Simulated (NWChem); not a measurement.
# CH6NSi− (SMILES C[N-][SiH3]) at 4 levels

Wanted: a comparison of 4 runs (HF/STO-3G, HF/3-21G, B3LYP/6-31G*) of CH6NSi−. 

The calculation is run with NWChem 7.3.0.

## (1) The structure to begin with

The species is CH6NSi− (9 atoms), meant as a singlet with charge -1. SMILES: `C[N-][SiH3]`. Geometry: relaxed at GFN2-xTB.

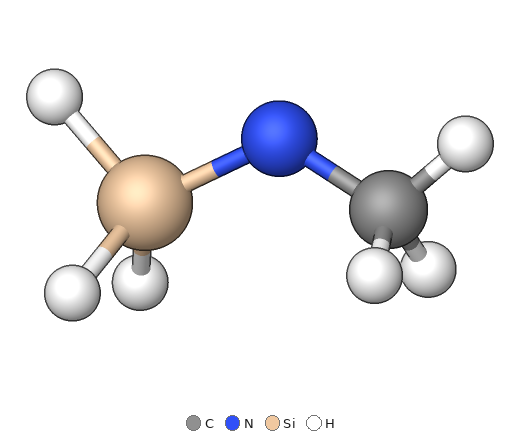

Viewed from a chosen angle; carbon grey, nitrogen blue, silicon light orange, hydrogen white.

## (2) Energy and forces at HF/STO-3G (run 1)

File m1.nw:

```
start m1
title "CH6NSi hf"
memory stack 880 mb heap 220 mb global 1100 mb
charge -1
geometry units angstrom noautosym nocenter noautoz
  C    -0.712670    0.919970   -0.811790
  N    -0.509930    0.391650    0.487660
  Si    0.578670   -0.793220    0.839100
  H     0.184970    1.402450   -1.260460
  H    -1.495620    1.699930   -0.774320
  H    -1.052450    0.176080   -1.567380
  H     2.062060   -0.577760    0.574520
  H     0.451190   -2.171650    0.208950
  H     0.493780   -1.047460    2.303720
end
basis spherical bse
  * library STO-3G
end
scf
  singlet
  rhf
  thresh 1e-08
  maxiter 80
  noprint "final vectors analysis"
end
task scf gradient
```

Launch:

```console
$ nwchem m1.nw > m1.out
```

Standard output:

```text
[...]
  functions       =    25
[...]
  wavefunction    = RHF
[...]
         Total SCF energy =   -379.996912831370
      One-electron energy =   -751.639279325084
      Two-electron energy =    263.040778613671
 Nuclear repulsion energy =    108.601587880044
        Time for solution =      1.4s
[...]
                         RHF ENERGY GRADIENTS
    atom               coordinates                        gradient
                 x          y          z           x          y          z
   1 C      -1.346751   1.738491  -1.534061   -0.014236   0.010625   0.015086
   2 N      -0.963628   0.740111   0.921544    0.026394  -0.015384  -0.044367
   3 Si      1.093528  -1.498968   1.585669   -0.039714   0.037724   0.006544
   4 H       0.349543   2.650246  -2.381924    0.007536  -0.002851   0.008385
   5 H      -2.826312   3.212402  -1.463253   -0.003196   0.001628   0.006090
   6 H      -1.988842   0.332743  -2.961919    0.000900  -0.009324   0.006695
   7 H       3.896728  -1.091808   1.085685    0.029052   0.004626  -0.009620
   8 H       0.852625  -4.103823   0.394858   -0.001715  -0.025740  -0.016284
   9 H       0.933109  -1.979412   4.353400   -0.005021  -0.001304   0.027471
[...]
```

Run time: 2.5 s. Hardware: 1 thread of Intel Xeon Platinum 8259CL at 2.50GHz (Skylake/Cascade Lake), shared host; peak memory 0.099 GiB.

## (3) Energy and forces at HF/3-21G (run 2)

File ch6nsi.nw:

```
start ch6nsi
title "CH6NSi hf"
memory total 2200 mb
charge -1

geometry units atomic noautosym nocenter noautoz
C     -1.34675112     1.73849134    -1.53406077
N     -0.96362804     0.74011124     0.92154384
Si     1.09352782    -1.49896856     1.58566919
H      0.34954264     2.65024640    -2.38192419
H     -2.82631219     3.21240213    -1.46325273
H     -1.98884226     0.33274298    -2.96191893
H      3.89672865    -1.09180817     1.08568545
H      0.85262553    -4.10382374     0.39485827
H      0.93310897    -1.97941253     4.35339987
end

basis spherical bse
* library 3-21G
end

scf
thresh 1e-08
maxiter 80
print low
end

task scf gradient
```

Launch:

```console
$ nwchem ch6nsi.nw > ch6nsi.out
```

Standard output:

```text
[...]
  functions       =    43
[...]
  wavefunction    = RHF
[...]
         Total SCF energy =   -382.591460207791
      One-electron energy =   -750.738257161906
      Two-electron energy =    259.545216918503
 Nuclear repulsion energy =    108.601580035612
        Time for solution =      1.8s
[...]
                         RHF ENERGY GRADIENTS
    atom               coordinates                        gradient
                 x          y          z           x          y          z
   1 C      -1.346751   1.738491  -1.534061    0.007687  -0.010819   0.012658
   2 N      -0.963628   0.740111   0.921544    0.012016  -0.010650  -0.005518
   3 Si      1.093528  -1.498969   1.585669   -0.007998   0.010349  -0.010800
   4 H       0.349543   2.650246  -2.381924    0.005920   0.000235   0.002556
   5 H      -2.826312   3.212402  -1.463253   -0.004634   0.003028   0.006306
   6 H      -1.988842   0.332743  -2.961919   -0.000678  -0.006300   0.000907
   7 H       3.896729  -1.091808   1.085685   -0.008263  -0.000932  -0.000223
   8 H       0.852626  -4.103824   0.394858    0.000881   0.008252   0.002097
   9 H       0.933109  -1.979413   4.353400   -0.004931   0.006838  -0.007982
 Task  times  cpu:        2.4s     wall:        2.4s
[...]
```

Wall time 3 s (1 thread of Intel Xeon Platinum 8259CL at 2.50GHz (Skylake/Cascade Lake), shared host); peak memory 0.099 GiB.

Run 3 isn't shown in full; the table further down has it.

## (4) Energy and gradient at B3LYP/6-31G(d) (Cartesian functions) (run 4)

File ch6nsi.xyz:

```xyz
9
CH6NSi B3LYP
C     -0.712670     0.919970    -0.811790
N     -0.509930     0.391650     0.487660
Si     0.578670    -0.793220     0.839100
H      0.184970     1.402450    -1.260460
H     -1.495620     1.699930    -0.774320
H     -1.052450     0.176080    -1.567380
H      2.062060    -0.577760     0.574520
H      0.451190    -2.171650     0.208950
H      0.493780    -1.047460     2.303720
```

File ch6nsi.nw:

```
start ch6nsi
title "CH6NSi B3LYP"
memory total 2200 mb
charge -1

geometry units angstrom noautosym nocenter noautoz
  load format xyz ch6nsi.xyz
end

basis
  * library 6-31G*
end

dft
  xc b3lyp
  grid xfine
  convergence energy 1e-08
  iterations 100
  mulliken
  print medium
end

task dft gradient
```

Launch:

```console
$ nwchem ch6nsi.nw > ch6nsi.out
```

Standard output:

```text
[...]
          Wavefunction type:  closed shell.
          No. of atoms     :     9
          No. of electrons :    34
[...]
          Charge           :    -1
          Spin multiplicity:     1
[...]
          AO basis - number of functions:    61
[...]
              XC Information
              --------------
                         B3LYP Method XC Potential
                     Hartree-Fock (Exact) Exchange  0.200
                        Slater Exchange Functional  0.800 local
                    Becke 1988 Exchange Functional  0.720 non-local
              Lee-Yang-Parr Correlation Functional  0.810
                  VWN I RPA Correlation Functional  0.190 local
[...]
 d= 0,ls=0.0,diis     1   -385.8354172570 -4.94D+02  2.62D-02  7.41D-01     3.8
[...]
 d= 0,ls=0.0,diis     8   -385.9388625495 -7.23D-09  7.59D-06  1.22D-07    25.6
         Total DFT energy =     -385.938862549491
      One electron energy =     -753.884631661333
           Coulomb energy =      295.122141494845
    Exchange-Corr. energy =      -35.777960263047
 Nuclear repulsion energy =      108.601587880044
[...]
      Total Density - Mulliken Population Analysis
     ---------------------------------------------
    Atom       Charge   Shell Charges
 -----------   ------   -------------------------------------------------------
    1 C    6     6.23   1.99  0.69  2.06  0.54  0.90  0.05
    2 N    7     7.61   1.99  0.78  2.44  0.89  1.51 -0.01
    3 Si  14    13.72   2.00  1.99  5.96  0.98  1.78  0.26  0.53  0.22
    4 H    1     0.96   0.54  0.42
    5 H    1     0.95   0.54  0.41
    6 H    1     0.96   0.54  0.42
    7 H    1     1.21   0.52  0.69
    8 H    1     1.21   0.52  0.69
    9 H    1     1.15   0.52  0.63
[...]
  wavefunction    = closed shell
                         DFT ENERGY GRADIENTS
    atom               coordinates                        gradient
                 x          y          z           x          y          z
   1 C      -1.346751   1.738491  -1.534061   -0.000347   0.002040  -0.006490
   2 N      -0.963628   0.740111   0.921544    0.001358  -0.000144  -0.004707
   3 Si      1.093528  -1.498968   1.585669    0.005886  -0.006157  -0.000887
   4 H       0.349543   2.650246  -2.381924   -0.000774  -0.003709   0.005384
   5 H      -2.826312   3.212402  -1.463253    0.002560  -0.004220   0.006342
   6 H      -1.988842   0.332743  -2.961919    0.002322  -0.000642   0.006144
   7 H       3.896728  -1.091808   1.085685   -0.007781  -0.000537  -0.000219
   8 H       0.852625  -4.103823   0.394858    0.000508   0.007834   0.001889
   9 H       0.933109  -1.979412   4.353400   -0.003732   0.005536  -0.007455
[...]
```

Wall time 34 s (1 thread of Intel Xeon Platinum 8259CL at 2.50GHz (Skylake/Cascade Lake), shared host); peak memory 0.14 GiB.

## (5) Overview of the runs

| run | level | iteration cap | module | energy (Eh) | largest force (eV/Å) | wall time |
| --- | --- | --- | --- | --- | --- | --- |
| 1 | HF/STO-3G | 80 | scf | -379.996913 | 2.837 | 2.5 s |
| 2 | HF/3-21G | 80 | scf | -382.591460 | 0.943 | 3 s |
| 3 | B3LYP/6-31G* (spherical functions) | 100 | dft | -385.935079 | 0.515 | 35 s |
| 4 | B3LYP/6-31G* (Cartesian functions) | 100 | dft | -385.938863 | 0.515 | 34 s |

## (6) Summary of results

| quantity | value |
| --- | --- |
| run 4: total energy | -385.93886 Eh |
| run 4: HOMO energy | 0.97 eV |
| run 4: LUMO energy | 6.50 eV |
| run 4: HOMO–LUMO gap (to an unbound level, set by the basis) | 5.53 eV |
| run 4: largest force on an atom | 0.515 eV/Å |

**Reading.** In runs 3, 4 the HOMO lies above zero, so the outermost electron may be held by the basis alone. In run 1 the basis is minimal, so the values are rough. All runs together took 74 s, the longest 35 s.
